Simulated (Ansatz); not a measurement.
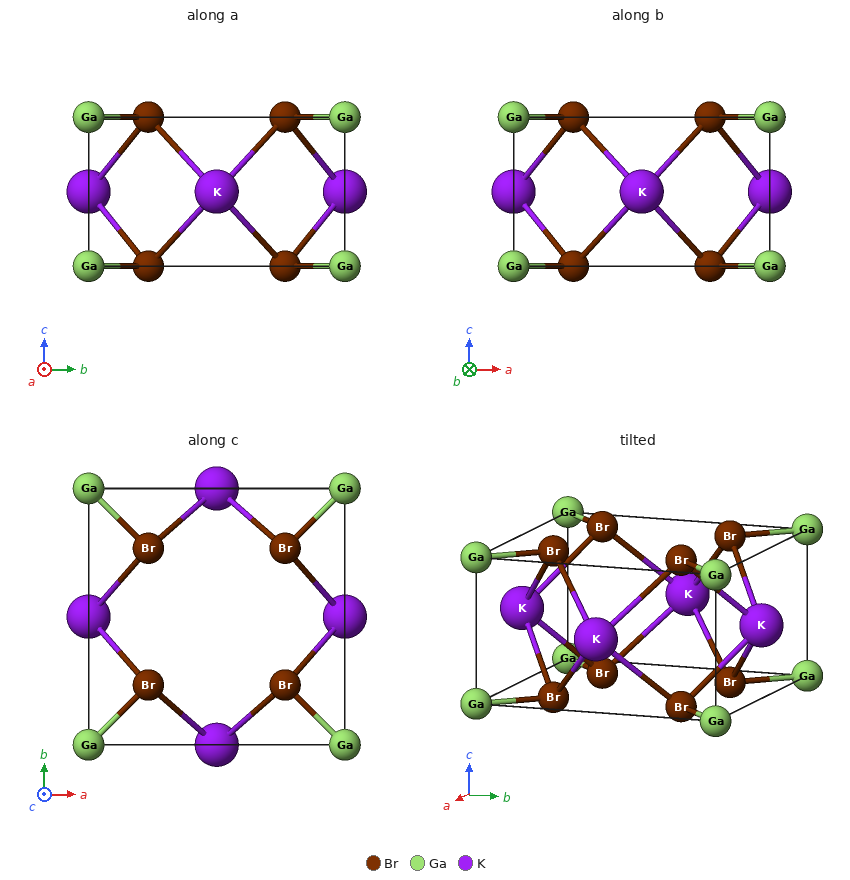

Ball-and-stick representation of a periodic structure, projected along the a axis, along the b axis, along the c axis and slightly off an axis. Thin lines show the conventional unit cell, with boundary atoms drawn in all their periodic places.

Lattice parameters: a = 7.378 Å, b = 7.378 Å, c = 4.291 Å, α = 90.00°, β = 90.00°, γ = 90.00°. Put a along x and b in the xy plane.

Q: Record the structure as a POSCAR file, with free fractional coordinates to two decimals.

A:
```
Br Ga K
1.0
     7.378    0.000    0.000
     0.000    7.378    0.000
     0.000    0.000    4.291
Br Ga K
4 1 2
Direct
  0.23 0.23 0.00
  0.77 0.23 0.00
  0.77 0.77 0.00
  0.23 0.77 0.00
  0.00 0.00 0.00
  0.50 0.00 0.50
  0.00 0.50 0.50
```

About the cell: it is a generated cell, made by putting these elements into a known structure type (the compound may or may not exist in this form), and it is unrelaxed. A calculation with Ansatz used it as input.

At this level of theory the cell isn't at rest (forces up to 0.9 eV/Å), so its distances can differ from those at equilibrium, the more so the softer the solid.
